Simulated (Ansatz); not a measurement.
Cl2Ge2H4···H2O

```xyz
11

Ge    0.3098   -0.0902    0.1391
Ge    0.0896   -0.0061    2.5407
H    -0.8610   -1.1151    2.9969
H     1.4738   -0.3058    3.1466
H    -0.3703    1.3713    2.9981
H     1.7206   -0.3114   -0.4057
Cl   -0.3868    1.6979   -0.8702
Cl   -0.8248   -1.7800   -0.6623
O    -2.4319    0.2954    1.2398
H    -2.8522    0.2333    0.3928
H    -2.4432   -0.6005    1.6072
```

Not at a stationary point (largest force 1.4 eV/Å).

Method: Ansatz, RHF/def2-SVP.

### What will maps of the electron density and electron localisation function show?

Ge2···O9 (2.85 Å): the density falls to about 0.09 e/Å³ on the way; the ELF dips to about 0.05 between them.
Ge–Ge (2.41 Å): ρ is about 0.63 e/Å³ halfway; the ELF peaks at about 0.90 between the atoms, as expected for a shared electron pair.
O–H (0.95 Å): ρ is about 3.9 e/Å³ halfway; the ELF climbs to about 1 towards the hydrogen, as it does in any bond to H: an ordinary covalent bond to hydrogen.
Ge–H (1.53 Å): ρ is about 1.1 e/Å³ halfway; the ELF climbs to about 1 towards the hydrogen.

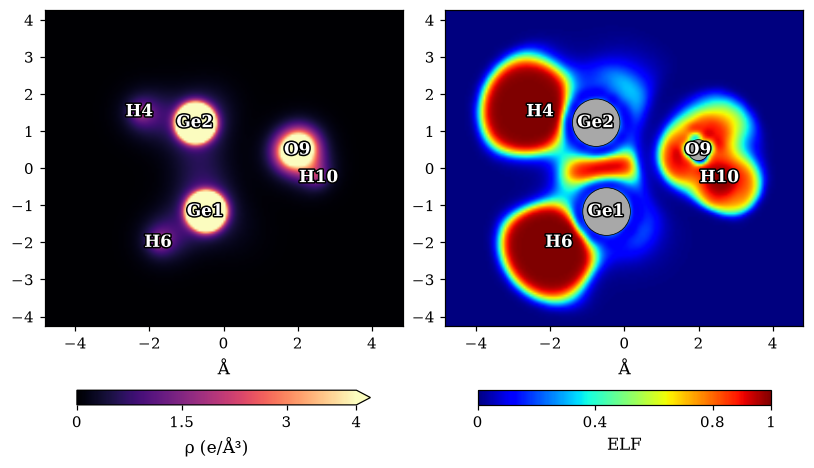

Computed electron density and electron localisation function on the plane of atoms Ge2, Ge1 and H6, in this order. Grey discs cover the atomic cores in the ELF map. 
